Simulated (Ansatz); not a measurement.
**CuF (fluorocopper) at BHLYP/def2-TZVPP**

What is the vertical ionisation energy of CuF (fluorocopper) at BHLYP/def2-TZVPP? 

The results are computed with Ansatz 0.2.0.

20 further runs of the same task are left out: 20 set aside as unsound or not needed.

### 1 The structure to begin with

The species is CuF (2 atoms), meant as a singlet with charge 0. As SMILES, `[F][Cu]`. The coordinates come from a PBE0-D4/def2-TZVP relaxation.

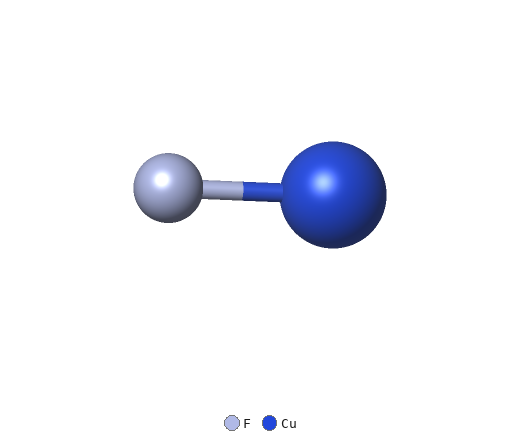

The structure, seen from a chosen angle (fluorine light blue, copper blue).

### 2 A single-point energy at BHLYP/def2-TZVPP

job.yaml reads:

```yaml
crystal:
  periodic: [false, false, false]
  atoms:
    - {symbol: F, position_ang: [0.751010, -0.268940, 0.377080]}
    - {symbol: Cu, position_ang: [-0.751010, 0.268940, -0.377080]}
basis:
  gaussian: {orbitals: def2-TZVPP}
accuracy: high
hamiltonian: {xc: {name: BHLYP}}
output: {orbitals: {seedname: orbitals}}
total_charge: 0
```

The run is started by

```bash
$ ansatz run job.yaml --threads 1 --pin off --max-ram 3480MiB --events-out events.jsonl --progress --plain --runs-dir runs
```

Standard output:

```text
Warning: RAYON_NUM_THREADS=1 ignored (pool sized by the plan → 1); use --threads N
Functional definition: BHLYP
  name "BHLYP"
  parameter a = 0.5
  exchange = (1 - a)*b88_x + a*exact_x
  correlation = lyp_c
1369 factors; integrals over basis functions are off by at most 4.3e-9 eV
mean field evaluation 1: about -47350.6447 eV, gradient 7.4e1 eV
mean field evaluation 2: about -47320.4475 eV, gradient 2.1e2 eV
mean field evaluation 4: about -47356.0334 eV, gradient 8.2e0 eV
mean field evaluation 8: about -47356.2380 eV, gradient 4.6e-1 eV
mean field evaluation 16: about -47356.2382 eV, gradient 2.2e-4 eV
mean field -47356.23815322 eV, -1740.3096529196 hartree, gradient 4.2e-8 eV, S^2 0.000000; 0 other end points of the search recorded, 0 dependent functions left out
reference -47356.23817239 eV, -1740.3096536242 hartree; 19, 19 occupied and 76, 76 virtual orbitals, 1369 factors
Total energy: -47356.23817239 eV, -1740.3096536242 hartree
```

Wall time 6 s (1 thread of Arm Neoverse V2, shared host); peak memory 0.23 GiB.

### 3 The doublet cation at the same level

input.yaml reads:

```yaml
crystal:
  periodic: [false, false, false]
  atoms:
    - {symbol: F, position_ang: [0.751010, -0.268940, 0.377080]}
    - {symbol: Cu, position_ang: [-0.751010, 0.268940, -0.377080]}
basis:
  gaussian: {orbitals: def2-TZVPP}
total_charge: 1
magnetization: {spin_polarized: true, initial_magnetization: 1}
hamiltonian: {xc: {name: BHLYP}}
accuracy: high
output: {orbitals: {seedname: orbitals}}
```

The run is started by

```bash
$ ansatz run input.yaml --threads 1 --pin off --max-ram 3480MiB --events-out events.jsonl --progress --plain --runs-dir runs
```

Standard output:

```text
Warning: RAYON_NUM_THREADS=1 ignored (pool sized by the plan → 1); use --threads N
[... 5 set-up lines as earlier in the session ...]
1369 factors; integrals over basis functions are off by at most 4.3e-9 eV
mean field evaluation 1: about -47328.9583 eV, gradient 1.1e2 eV
mean field evaluation 2: about -47069.3475 eV, gradient 3.8e2 eV
mean field evaluation 4: about -47343.6369 eV, gradient 3.0e1 eV
mean field evaluation 8: about -47345.5871 eV, gradient 1.5e0 eV
mean field evaluation 16: about -47345.6577 eV, gradient 2.8e-2 eV
mean field evaluation 32: about -47345.6577 eV, gradient 1.5e-6 eV
mean field evaluation 64: about -47345.6855 eV, gradient 1.2e0 eV
mean field -47346.04008968 eV, -1739.9348809970 hartree, gradient 2.3e-8 eV, S^2 0.755891; 4 other end points of the search recorded, 0 dependent functions left out
reference -47346.04011051 eV, -1739.9348817624 hartree; 19, 18 occupied and 76, 77 virtual orbitals, 1369 factors
Total energy: -47346.04011051 eV, -1739.9348817624 hartree
```

Run time: 41 s. Hardware: 1 thread of Arm Neoverse V2, shared host; peak memory 0.34 GiB.

### 4 What came out

At BHLYP/def2-TZVPP:

```
                                          quantity           value
                         singlet CuF: total energy  -1740.30965 Eh
                          singlet CuF: HOMO energy        -9.12 eV
                          singlet CuF: LUMO energy        -2.20 eV
                        singlet CuF: HOMO–LUMO gap         6.93 eV
                      doublet cation: total energy  -1739.93488 Eh
doublet cation: HOMO energy (highest over α and β)       -18.88 eV
 doublet cation: LUMO energy (lowest over α and β)       -11.64 eV
                              doublet cation: ⟨S²⟩           0.756
vertical ionisation energy (to the doublet cation)       10.198 eV
```

Removing an electron at fixed nuclei costs 10.20 eV (984 kJ/mol). The negative HOMO energy of the first species, 9.12 eV, lies 1.07 eV below that difference.
